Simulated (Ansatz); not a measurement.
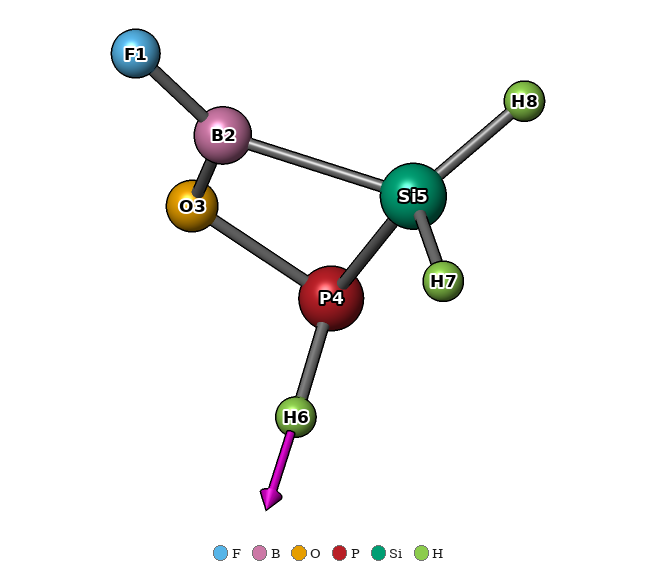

The arrows show one normal mode. Harmonic vibrations computed with RKS PBE0-D4/def2-TZVP (Ansatz 0.2.0) at a stationary point of the same level.

Q: Describe the motion.

A: Mostly P–H stretching.

Q: At what wavenumber does it lie?

A: 2355 cm⁻¹; it is mode 18 of 18 counted from the lowest.
